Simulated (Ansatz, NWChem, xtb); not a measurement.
**Ligand exchange: HCl + MgHCl → H2 + MgCl2**

Species: HCl (hydrogen chloride), singlet; MgHCl `[MgH][Cl]`, singlet; H2 (hydrogen), singlet; MgCl2 `[Cl][Mg][Cl]`, singlet. The partners trade Cl for H: H–Cl and Mg–H bonds give way to H–H and Mg–Cl.

Shapes, held fixed at every level: PBE0-D4/def2-TZVP. Programs: Ansatz 0.2.0, NWChem 7.3.0, xtb 6.7.1. The zero-point and thermal change to 298 K, harmonic and unscaled (PBE0-D4/def2-TZVP), is +1.3 kJ/mol.

```tsv
level	kind	ΔH(298 K) (kJ/mol)	less CCSD(T)/def2-TZVPP
GFN1-xTB	semi-empirical	-17.5	+149.5
PBE-D4/def2-TZVPP	GGA	-164.8	+2.2
PBE0/def2-SVP	global hybrid	-171.1	-4.1
PBE0-D4/def2-TZVPP	global hybrid	-167.8	-0.8
r2SCAN0-D4/def2-TZVPP	global hybrid	-177.9	-10.9
wB97X-V/def2-TZVPP	range-separated hybrid	-169.3	-2.3
MP2/def2-SVP	perturbation theory	-182.7	-15.7
CCSD/def2-TZVPP	coupled cluster or CI	-165.9	+1.1
CCSD(T)/def2-TZVPP	coupled cluster or CI	-167.0	0.0
```

The highest level, CCSD(T)/def2-TZVPP, gives ΔH(298 K) = -167.0 kJ/mol; the levels span -182.7 to -17.5. GFN1-xTB strays far from the other rows. The column of differences is taken from that level and isn't an error. No measured value is set beside it here. Outer-core shells of Mg are correlated, in sets that cover them unevenly.

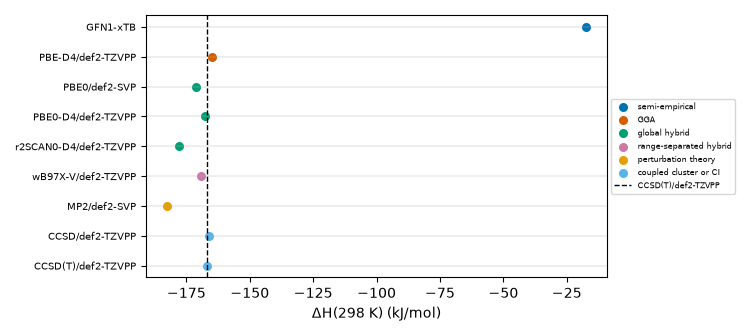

The values of the table, level by level.
